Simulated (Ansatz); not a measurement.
# ZnH₂O₂ + NH₃: a complex and its separated parts, part 2 of 2

Ansatz 0.2.0, Gaussian basis. Earlier steps stand in the parts before.

### 13 CAM-B3LYP-D4/def2-TZVPP

The inputs:

parta/in.yaml

```yaml
crystal:
  periodic: [false, false, false]
  atoms:
    - {symbol: Zn, position_ang: [0.363118, 0.601572, -0.917837]}
    - {symbol: O, position_ang: [1.929954, 0.482496, -0.112805]}
    - {symbol: O, position_ang: [-1.266566, 0.632776, -1.596270]}
    - {symbol: H, position_ang: [2.437446, 1.295605, -0.092729]}
    - {symbol: H, position_ang: [-1.316466, 0.459579, -2.537869]}
basis:
  gaussian: {orbitals: def2-TZVPP}
hamiltonian: {xc: {name: CAM-B3LYP}, dispersion: d4}
```

partb/in.yaml

```yaml
crystal:
  periodic: [false, false, false]
  atoms:
    - {symbol: H, position_ang: [0.304917, -0.761563, 1.730256]}
    - {symbol: N, position_ang: [-0.470956, -0.724884, 1.080669]}
    - {symbol: H, position_ang: [-0.731493, -1.681434, 0.874759]}
    - {symbol: H, position_ang: [-1.250055, -0.304246, 1.571928]}
basis:
  gaussian: {orbitals: def2-TZVPP}
hamiltonian: {xc: {name: CAM-B3LYP}, dispersion: d4}
```

Each run has its own folder and the same command.

The run is started by

```console
ansatz run in.yaml --threads 8 --pin off --events-out ev --progress --plain --max-ram 19148MiB
```

Output in parta, shortened:

```text
Functional definition: CAM-B3LYP
  name "CAM-B3LYP"
  cite "Yanai, Tew & Handy, Chem. Phys. Lett. 393, 51 (2004) doi:10.1016/j.cplett.2004.06.011"
  cite "Iikura, Tsuneda, Yanai & Hirao, J. Chem. Phys. 115, 3540 (2001) doi:10.1063/1.1383587"
  cite "Becke, Phys. Rev. A 38, 3098 (1988) doi:10.1103/PhysRevA.38.3098"
  cite "Lee, Yang & Parr, Phys. Rev. B 37, 785 (1988) doi:10.1103/PhysRevB.37.785"
[...]
966 factors; their error is unknown
170 factors; integrals over basis functions are off by at most 6.8e-5 eV
[...]
mean field -52551.20236118 eV, -1931.2210662891 hartree, gradient 1.7e-5 eV, S^2 0.000000; 0 other end points of the search recorded, 0 dependent functions left out
reference -52551.20246955 eV, -1931.2210702716 hartree; 24, 24 occupied and 130, 130 virtual orbitals, 966 factors
Total energy: -52551.24653324 eV, -1931.2226895822 hartree
```

Log of partb, shortened:

```text
[... 6 set-up lines as earlier in the session ...]
[...]
  # Exact exchange under (alpha + beta erf(omega r))/r, Becke's under what is left of 1/r.
[...]
332 factors; their error is unknown
102 factors; integrals over basis functions are off by at most 1.2e-5 eV
[...]
mean field -1539.00930965 eV, -56.5575489518 hartree, gradient 6.4e-5 eV, S^2 0.000000; 0 other end points of the search recorded, 0 dependent functions left out
reference -1539.00937774 eV, -56.5575514539 hartree; 5, 5 occupied and 68, 68 virtual orbitals, 332 factors
Total energy: -1539.01810265 eV, -56.5578720886 hartree
```

Times: 1.2 s (parta), 0.2 s (partb) on 8 threads of Arm Neoverse V1, shared host.

### 14 wB97X-V/def2-TZVPP

Each input of step 13 (parta, partb) changes in the same lines:

```diff
-hamiltonian: {xc: {name: CAM-B3LYP}, dispersion: d4}
+hamiltonian: {xc: {name: wB97X-V}}
```

The same command starts each run, in its folder.

The run is started by

```console
ansatz run in.yaml --threads 8 --pin off --events-out ev --progress --plain --max-ram 19148MiB
```

parta printed, shortened:

```text
Functional definition: wB97X-V
  name "wB97X-V"
  cite "Mardirossian & Head-Gordon, Phys. Chem. Chem. Phys. 16, 9904 (2014) doi:10.1039/C3CP54374A"
[... 2 set-up lines as earlier in the session ...]
[...]
      + integral(e_c_pw_opposite_spin*poly(b97_u_opposite, cos0, cos1)) + vv10(b, c)
956 factors; their error is unknown
164 factors; integrals over basis functions are off by at most 2.9e-5 eV
[...]
mean field -52543.28889062 eV, -1930.9302516099 hartree, gradient 4.3e-5 eV, S^2 0.000000; 0 other end points of the search recorded, 0 dependent functions left out
reference -52543.28888856 eV, -1930.9302515343 hartree; 24, 24 occupied and 130, 130 virtual orbitals, 956 factors
Total energy: -52543.28888856 eV, -1930.9302515343 hartree
```

partb printed, shortened:

```text
[... 5 set-up lines as earlier in the session ...]
[...]
      + integral(e_c_pw_opposite_spin*poly(b97_u_opposite, cos0, cos1)) + vv10(b, c)
332 factors; their error is unknown
93 factors; integrals over basis functions are off by at most 7.6e-6 eV
[...]
mean field -1539.14323362 eV, -56.5624705669 hartree, gradient 1.3e-5 eV, S^2 0.000000; 0 other end points of the search recorded, 0 dependent functions left out
reference -1539.14323252 eV, -56.5624705265 hartree; 5, 5 occupied and 68, 68 virtual orbitals, 332 factors
Total energy: -1539.14323252 eV, -56.5624705265 hartree
```

Wall times: 2.3 s (parta), 0.35 s (partb) on 8 threads of Arm Neoverse V1, shared host.

### 15 wB97M-V/def2-TZVPP

Each input of step 14 (parta, partb) changes in the same lines:

```diff
-hamiltonian: {xc: {name: wB97X-V}}
+hamiltonian: {xc: {name: wB97M-V}}
```

One command serves all of them, each in its own folder.

The run is started by

```console
ansatz run in.yaml --threads 8 --pin off --events-out ev --progress --plain --max-ram 19148MiB
```

parta printed, shortened:

```text
Functional definition: wB97M-V
  name "wB97M-V"
  cite "Mardirossian & Head-Gordon, J. Chem. Phys. 144, 214110 (2016) doi:10.1063/1.4952647"
[... 2 set-up lines as earlier in the session ...]
  # Of w^i u^j: cxij and so on, Table III.
[...]
  gx(w, u) = 1 - cx + cx01*u + cx10*w
[...]
      + integral(e_c_pw_mod_opposite_spin*gos(b97_w_opposite, b97_u_opposite)) + vv10(b, c)
956 factors; their error is unknown
164 factors; integrals over basis functions are off by at most 2.9e-5 eV
[...]
mean field -52545.46622864 eV, -1931.0102673062 hartree, gradient 2.0e-5 eV, S^2 0.000000; 0 other end points of the search recorded, 0 dependent functions left out
reference -52545.46627909 eV, -1931.0102691602 hartree; 24, 24 occupied and 130, 130 virtual orbitals, 956 factors
Total energy: -52545.46627909 eV, -1931.0102691602 hartree
```

Log of partb, shortened:

```text
[... 5 set-up lines as earlier in the session ...]
  # Of w^i u^j: cxij and so on, Table III.
[...]
  gx(w, u) = 1 - cx + cx01*u + cx10*w
[...]
      + integral(e_c_pw_mod_opposite_spin*gos(b97_w_opposite, b97_u_opposite)) + vv10(b, c)
332 factors; their error is unknown
93 factors; integrals over basis functions are off by at most 7.6e-6 eV
[...]
mean field -1538.84211730 eV, -56.5514047460 hartree, gradient 5.5e-5 eV, S^2 0.000000; 0 other end points of the search recorded, 0 dependent functions left out
reference -1538.84214417 eV, -56.5514057336 hartree; 5, 5 occupied and 68, 68 virtual orbitals, 332 factors
Total energy: -1538.84214417 eV, -56.5514057336 hartree
```

They took 2.5 s (parta), 0.35 s (partb) on 8 threads of Arm Neoverse V1, shared host.

### 16 B2PLYP/def2-TZVPP

Edit parta/in.yaml of step 15 so:

```diff
@@ -10,2 +10,3 @@
   gaussian: {orbitals: def2-TZVPP}
-hamiltonian: {xc: {name: wB97M-V}}
+hamiltonian: {xc: {name: B2PLYP}}
+correlation: {frozen_orbitals: {H: 0, O: 1, Zn: 9}}
```

Edit partb/in.yaml of step 15 so:

```diff
@@ -9,2 +9,2 @@
   gaussian: {orbitals: def2-TZVPP}
-hamiltonian: {xc: {name: wB97M-V}}
+hamiltonian: {xc: {name: B2PLYP}}
```

Each run has its own folder and the same command.

The run is started by

```console
ansatz run in.yaml --threads 8 --pin off --events-out ev --progress --plain --max-ram 19148MiB
```

parta printed, shortened:

```text
Functional definition: B2PLYP
  name "B2PLYP"
  cite "Grimme, J. Chem. Phys. 124, 034108 (2006) doi:10.1063/1.2148954"
[... 2 set-up lines as earlier in the session ...]
[...]
1015 factors; integrals over basis functions are off by at most 1.3e-3 eV
[...]
mean field -52530.44905878 eV, -1930.4583964930 hartree, gradient 1.2e-6 eV, S^2 0.000000; 0 other end points of the search recorded, 0 dependent functions left out
11 core orbitals not correlated: weight in the atoms' cores, before any rotation towards them, 1.000 or more for the frozen orbitals, at most 0.000 for the correlated occupied ones
reference -52530.44919795 eV, -1930.4584016072 hartree; 13, 13 occupied and 130, 130 virtual orbitals, 1015 factors
second order -32.54165641 eV of doubles, -0.00000000 eV of singles
Total energy: -52539.23544518 eV, -1930.7812902374 hartree
```

partb printed, shortened:

```text
[... 5 set-up lines as earlier in the session ...]
[...]
416 factors; integrals over basis functions are off by at most 1.2e-3 eV
[...]
mean field -1536.38013290 eV, -56.4609284883 hartree, gradient 9.8e-6 eV, S^2 0.000000; 0 other end points of the search recorded, 0 dependent functions left out
1 core orbitals not correlated: weight in the atoms' cores, before any rotation towards them, 1.000 or more for the frozen orbitals, at most 0.000 for the correlated occupied ones
reference -1536.38022312 eV, -56.4609318038 hartree; 4, 4 occupied and 68, 68 virtual orbitals, 416 factors
second order -7.62103447 eV of doubles, -0.00000000 eV of singles
Total energy: -1538.43790243 eV, -56.5365501236 hartree
```

They took 1.2 s (parta), 0.25 s (partb) on 8 threads of Arm Neoverse V1, shared host.

### 17 PBE-QIDH/def2-TZVPP

The same edit goes into each in.yaml of step 16 (parta, partb):

```diff
-hamiltonian: {xc: {name: B2PLYP}}
+hamiltonian: {xc: {name: PBE-QIDH}}
```

The same command starts each run, in its folder.

The run is started by

```console
ansatz run in.yaml --threads 8 --pin off --events-out ev --progress --plain --max-ram 19148MiB
```

Log of parta, shortened:

```text
Functional definition: PBE-QIDH
  name "PBE-QIDH"
  cite "Brémond, Sancho-García, Pérez-Jiménez & Adamo, J. Chem. Phys. 141, 031101 (2014) doi:10.1063/1.4890314"
[... 1 set-up line as earlier in the session ...]
[...]
1015 factors; integrals over basis functions are off by at most 1.3e-3 eV
[...]
mean field -52520.87362544 eV, -1930.1065058082 hartree, gradient 2.7e-6 eV, S^2 0.000000; 0 other end points of the search recorded, 0 dependent functions left out
11 core orbitals not correlated: weight in the atoms' cores, before any rotation towards them, 1.000 or more for the frozen orbitals, at most 0.000 for the correlated occupied ones
reference -52520.87363823 eV, -1930.1065062783 hartree; 13, 13 occupied and 130, 130 virtual orbitals, 1015 factors
second order -30.28776318 eV of doubles, -0.00000000 eV of singles
Total energy: -52530.96955929 eV, -1930.4775245339 hartree
```

partb printed, shortened:

```text
[... 4 set-up lines as earlier in the session ...]
[...]
416 factors; integrals over basis functions are off by at most 1.2e-3 eV
[...]
mean field -1535.33273541 eV, -56.4224373403 hartree, gradient 2.1e-6 eV, S^2 0.000000; 0 other end points of the search recorded, 0 dependent functions left out
1 core orbitals not correlated: weight in the atoms' cores, before any rotation towards them, 1.000 or more for the frozen orbitals, at most 0.000 for the correlated occupied ones
reference -1535.33274217 eV, -56.4224375889 hartree; 4, 4 occupied and 68, 68 virtual orbitals, 416 factors
second order -7.10230435 eV of doubles, -0.00000000 eV of singles
Total energy: -1537.70017696 eV, -56.5094392125 hartree
```

Wall times: 1.3 s (parta), 0.25 s (partb) on 8 threads of Arm Neoverse V1, shared host.

### 18 RPA on PBE/def2-TZVPP

Edit parta/in.yaml of step 17 so:

```diff
@@ -10,3 +10,3 @@
   gaussian: {orbitals: def2-TZVPP}
-hamiltonian: {xc: {name: PBE-QIDH}}
-correlation: {frozen_orbitals: {H: 0, O: 1, Zn: 9}}
+hamiltonian: {xc: pbe}
+correlation: {method: rpa, frozen_orbitals: {H: 0, O: 1, Zn: 9}}
```

Edit partb/in.yaml of step 17 so:

```diff
@@ -9,2 +9,3 @@
   gaussian: {orbitals: def2-TZVPP}
-hamiltonian: {xc: {name: PBE-QIDH}}
+hamiltonian: {xc: pbe}
+correlation: {method: rpa}
```

The same command starts each run, in its folder.

The run is started by

```console
ansatz run in.yaml --threads 8 --pin off --events-out ev --progress --plain --max-ram 19148MiB
```

Log of parta, shortened:

```text
[... 4 set-up lines as earlier in the session ...]
[...]
1015 factors; integrals over basis functions are off by at most 1.3e-3 eV
[...]
mean field -52537.83911518 eV, -1930.7299760566 hartree, gradient 1.1e-6 eV, S^2 0.000000; 1 other end points of the search recorded, 0 dependent functions left out
11 core orbitals not correlated: weight in the atoms' cores, before any rotation towards them, 1.000 or more for the frozen orbitals, at most 0.000 for the correlated occupied ones
reference -52483.28108051 eV, -1928.7250052630 hartree; 13, 13 occupied and 130, 130 virtual orbitals, 1015 factors
Total energy: -52520.74136377 eV, -1930.1016452814 hartree
```

Output in partb, shortened:

```text
[... 4 set-up lines as earlier in the session ...]
[...]
416 factors; integrals over basis functions are off by at most 1.2e-3 eV
[...]
mean field -1537.73151144 eV, -56.5105907335 hartree, gradient 6.6e-6 eV, S^2 0.000000; 0 other end points of the search recorded, 0 dependent functions left out
1 core orbitals not correlated: weight in the atoms' cores, before any rotation towards them, 1.000 or more for the frozen orbitals, at most 0.000 for the correlated occupied ones
reference -1529.64068673 eV, -56.2132584097 hartree; 4, 4 occupied and 68, 68 virtual orbitals, 416 factors
Total energy: -1540.11757779 eV, -56.5982770548 hartree
```

Times: 1.2 s (parta), 0.25 s (partb) on 8 threads of Arm Neoverse V1, shared host.

### 19 CCSD(T)/def2-TZVPP

Edit parta/in.yaml of step 18 so:

```diff
@@ -10,3 +10,2 @@
   gaussian: {orbitals: def2-TZVPP}
-hamiltonian: {xc: pbe}
-correlation: {method: rpa, frozen_orbitals: {H: 0, O: 1, Zn: 9}}
+correlation: {method: ccsd_t, frozen_orbitals: {H: 0, O: 1, Zn: 9}}
```

Edit partb/in.yaml of step 18 so:

```diff
@@ -9,3 +9,2 @@
   gaussian: {orbitals: def2-TZVPP}
-hamiltonian: {xc: pbe}
-correlation: {method: rpa}
+correlation: {method: ccsd_t}
```

The same command starts each run, in its folder.

The run is started by

```console
ansatz run in.yaml --threads 8 --pin off --events-out ev --progress --plain --max-ram 19148MiB
```

Output in parta, shortened:

```text
Functional definition: HF
  name "HF"
  cite "Fock, Z. Phys. 61, 126 (1930) doi:10.1007/BF01340294"
[... 1 set-up line as earlier in the session ...]
[...]
1015 factors; integrals over basis functions are off by at most 1.3e-3 eV
[...]
mean field -52485.07847708 eV, -1928.7910583687 hartree, gradient 2.2e-6 eV, S^2 0.000000; 0 other end points of the search recorded, 0 dependent functions left out
11 core orbitals not correlated: weight in the atoms' cores, before any rotation towards them, 1.000 or more for the frozen orbitals, at most 0.000 for the correlated occupied ones
reference -52485.07847708 eV, -1928.7910583687 hartree; 13, 13 occupied and 130, 130 virtual orbitals, 1015 factors
second order -27.30992751 eV of doubles, -0.00000000 eV of singles
cycle   1  -25.13673533 eV  change     2.2e0 eV  update   1.4e-1
[...]
cycle  11  -26.00619865 eV  change    3.2e-5 eV  update   9.1e-6
perturbative correction -0.86363456 eV, -0.0317379846 hartree
Total energy: -52511.94831029 eV, -1929.7785065261 hartree
```

Output in partb, shortened:

```text
[... 4 set-up lines as earlier in the session ...]
[...]
416 factors; integrals over basis functions are off by at most 1.2e-3 eV
[...]
mean field -1529.85252677 eV, -56.2210433874 hartree, gradient 4.0e-6 eV, S^2 0.000000; 0 other end points of the search recorded, 0 dependent functions left out
1 core orbitals not correlated: weight in the atoms' cores, before any rotation towards them, 1.000 or more for the frozen orbitals, at most 0.000 for the correlated occupied ones
reference -1529.85252677 eV, -56.2210433874 hartree; 4, 4 occupied and 68, 68 virtual orbitals, 416 factors
second order -6.38828929 eV of doubles, -0.00000000 eV of singles
cycle   1  -6.57734721 eV  change   -1.9e-1 eV  update   3.9e-2
[...]
cycle   9  -6.72923774 eV  change    3.5e-6 eV  update   2.3e-6
perturbative correction -0.20702063 eV, -0.0076078678 hartree
Total energy: -1536.78878514 eV, -56.4759461810 hartree
```

Wall times: 11 s (parta), 0.3 s (partb) on 8 threads of Arm Neoverse V1, shared host; peak memory 1.1 GiB.

### 20 Vibrations of ZnH₂O₂

Input file vib-parta/in.yaml:

```yaml
crystal:
  periodic: [false, false, false]
  atoms:
    - {symbol: Zn, position_ang: [0.363118, 0.601572, -0.917837]}
    - {symbol: O, position_ang: [1.929954, 0.482496, -0.112805]}
    - {symbol: O, position_ang: [-1.266566, 0.632776, -1.596270]}
    - {symbol: H, position_ang: [2.437446, 1.295605, -0.092729]}
    - {symbol: H, position_ang: [-1.316466, 0.459579, -2.537869]}
basis:
  gaussian: {orbitals: def2-TZVP}
hamiltonian: {xc: pbe0, dispersion: d4}
phonons: {temperatures: {t_min: 298.15, t_max: 900, t_step: 200}}
```

The run is started by

```console
ansatz run in.yaml --threads 8 --pin off --events-out ev --progress --plain --max-ram 19148MiB
```

Output, shortened:

```text
[... 5 set-up lines as earlier in the session ...]
[...]
931 factors; their error is unknown
[...]
mean field -52538.03062077 eV, -1930.7370137571 hartree, gradient 1.9e-5 eV, S^2 0.000000; 0 other end points of the search recorded, 0 dependent functions left out
[...]
Atom 2 at    -1.266566     0.632776    -1.596270 Å, force    -0.002076    -0.000175    -0.000269 eV/Å
Atom 3 at     2.437446     1.295605    -0.092729 Å, force    -0.000109    -0.000228     0.000430 eV/Å
Atom 4 at    -1.316466     0.459579    -2.537869 Å, force     0.000007    -0.000290     0.000436 eV/Å
Dipole moment:     0.156351     0.218646    -0.314898 e Å
Vibrations: 143.48 171.01 177.49 612.25 745.35 787.61 790.92 3909.60 3910.35 cm⁻¹, zero-point energy 0.697290 eV
```

Run time: 16 s. Hardware: 8 threads of Arm Neoverse V1, shared host.

Wavenumbers and character of the modes:

| mode | wavenumber (cm⁻¹) | character |
| --- | --- | --- |
| 1 | 143 | not assigned (largely outside the bonds, angles and torsions drawn) |
| 2 | 171 | bend |
| 3 | 177 | not assigned (largely outside the bonds, angles and torsions drawn) |
| 4 | 612 | Zn–O stretch |
| 5 | 745 | Zn–O stretch |
| 6 | 788 | bend |
| 7 | 791 | bend |
| 8 | 3910 | O–H stretch |
| 9 | 3910 | O–H stretch |

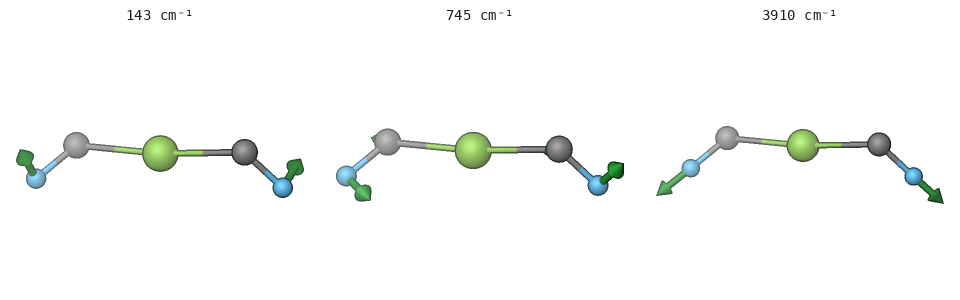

How the atoms move in 3 of the modes.

Vibrational sums (real modes only):

| T (K) | entropy (J/mol/K) | heat capacity (J/mol/K) |
| --- | --- | --- |
| 298 | 36.2 | 36.6 |
| 498 | 58.0 | 47.7 |
| 698 | 75.0 | 52.6 |
| 898 | 88.6 | 55.7 |

### 21 Vibrations of NH₃

Input file vib-partb/in.yaml:

```yaml
crystal:
  periodic: [false, false, false]
  atoms:
    - {symbol: H, position_ang: [0.304917, -0.761563, 1.730256]}
    - {symbol: N, position_ang: [-0.470956, -0.724884, 1.080669]}
    - {symbol: H, position_ang: [-0.731493, -1.681434, 0.874759]}
    - {symbol: H, position_ang: [-1.250055, -0.304246, 1.571928]}
basis:
  gaussian: {orbitals: def2-TZVP}
hamiltonian: {xc: pbe0, dispersion: d4}
phonons: {temperatures: {t_min: 298.15, t_max: 900, t_step: 200}}
```

The run is started by

```console
ansatz run in.yaml --threads 8 --pin off --events-out ev --progress --plain --max-ram 19148MiB
```

Output, shortened:

```text
[... 5 set-up lines as earlier in the session ...]
[...]
287 factors; their error is unknown
[...]
mean field -1537.79931121 eV, -56.5130823292 hartree, gradient 1.5e-5 eV, S^2 0.000000; 0 other end points of the search recorded, 0 dependent functions left out
[...]
Atom 1 at    -0.470956    -0.724884     1.080669 Å, force    -0.000746    -0.000215     0.000062 eV/Å
Atom 2 at    -0.731493    -1.681434     0.874759 Å, force     0.000729    -0.001341    -0.000840 eV/Å
Atom 3 at    -1.250055    -0.304246     1.571928 Å, force    -0.000424     0.001575     0.000575 eV/Å
Dipole moment:    -0.082481    -0.179101     0.292450 e Å
Vibrations: 1031.27 1669.50 1669.61 3502.47 3631.51 3631.54 cm⁻¹, zero-point energy 0.938306 eV
```

Wall time 1.9 s (8 threads of Arm Neoverse V1, shared host).

The modes, with what each moves most:

| mode | wavenumber (cm⁻¹) | character |
| --- | --- | --- |
| 1 | 1031 | bend |
| 2 | 1670 | bend |
| 3 | 1670 | bend |
| 4 | 3502 | N–H stretch |
| 5 | 3632 | N–H stretch |
| 6 | 3632 | N–H stretch |

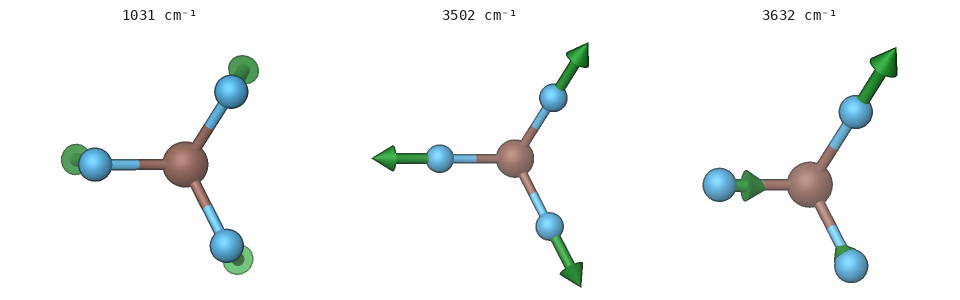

How the atoms move in 3 of the modes.

Vibrational sums (real modes only):

| T (K) | entropy (J/mol/K) | heat capacity (J/mol/K) |
| --- | --- | --- |
| 298 | 0.4 | 1.8 |
| 498 | 2.6 | 7.4 |
| 698 | 6.0 | 13.4 |
| 898 | 10.0 | 18.8 |

### 22 Complex less separated parts

The complex's own energies come from single points at the same levels.

Rows are in def2-TZVPP; times add the 3 runs of a level on a shared host, so small differences are noise.

Differences are taken before rounding.

| method | rung | complex less parts (kcal/mol) | from CCSD(T) (kcal/mol) | time |
| --- | --- | --- | --- | --- |
| SPW92 | LDA | -23.8 | -4.4 | 1.5 s |
| PBE-D4 | GGA | -18.3 | +1.1 | 2.4 s |
| BLYP-D4 | GGA | -17.1 | +2.2 | 2.1 s |
| r2SCAN-D4 | meta-GGA | -20.3 | -0.9 | 4.2 s |
| B97M-V | meta-GGA | -18.3 | +1.0 | 6.8 s |
| PBE0-D4 | hybrid | -19.7 | -0.3 | 3.7 s |
| B3LYP-D4 | hybrid | -18.7 | +0.7 | 3.5 s |
| r2SCAN0-D4 | hybrid | -21.2 | -1.8 | 6 s |
| BHLYP-D4 | hybrid | -20.7 | -1.3 | 3.2 s |
| CAM-B3LYP-D4 | range-separated hybrid | -19.9 | -0.6 | 4.3 s |
| wB97X-V | range-separated hybrid | -19.8 | -0.4 | 7.4 s |
| wB97M-V | range-separated hybrid | -19.8 | -0.4 | 9.4 s |
| B2PLYP | double hybrid | -17.8 | +1.6 | 5.4 s |
| PBE-QIDH | double hybrid | -19.8 | -0.5 | 5.7 s |
| RPA on PBE | RPA | -17.5 | +1.9 | 5.3 s |
| Hartree-Fock | wavefunction | -17.8 | +1.6 |  |
| MP2 | wavefunction | -18.9 | +0.5 |  |
| CCSD | wavefunction | -19.1 | +0.2 |  |
| CCSD(T) | wavefunction | -19.4 | 0 | 94 s |

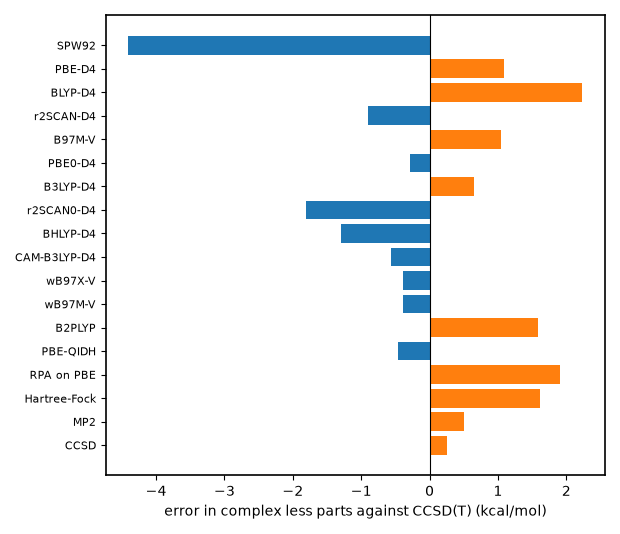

How far each level lands from CCSD(T).

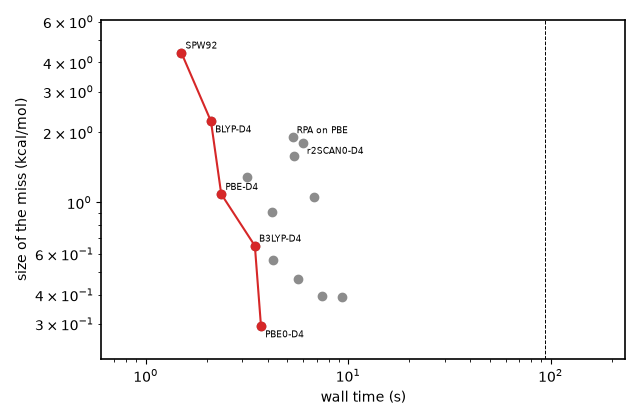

Accuracy for the time spent; red marks the levels that beat every quicker one drawn (of those quicker than the yardstick), and the dashed line is the time of CCSD(T). Only those levels and the largest misses are named. Times are from a shared host.

PBE0-D4 reaches 0.3 kcal/mol from the reference in 3.7 s, where CCSD(T) took 94 s; the quickest level in the cost chart, SPW92, takes 1.5 s and misses by 4.4 kcal/mol.

The complex's zero-point energy, from a separate PBE0-D4 run, is 1.749 eV.

### 23 What came out

This closing draws on all 2 parts.

| quantity | value |
| --- | --- |
| complex less parts, CCSD(T)/def2-TZVPP | -19.4 kcal/mol |
| with zero-point energy | -16.8 kcal/mol |
| largest T1 diagnostic | 0.018 |

What this shows: At CCSD(T) the complex lies 19.4 kcal/mol below its parts. PBE0-D4 is the best functional here (-0.3 kcal/mol from CCSD(T)); SPW92 is the worst (-4.4 kcal/mol). By rung, the mean size of the error is: LDA 4.4, GGA 1.7, meta-GGA 1.0, hybrid 1.0, range-separated hybrid 0.5, double hybrid 1.0 kcal/mol. The double hybrids carry no dispersion term here, unlike the levels marked D4 or V. PBE-D4 gives a relative energy 1.1 kcal/mol too high, outside chemical accuracy (1 kcal/mol). No counterpoise was applied, and triple zeta lacks some correlation, so the CCSD(T) reference has a basis error of its own, and close matches with it are partly luck.
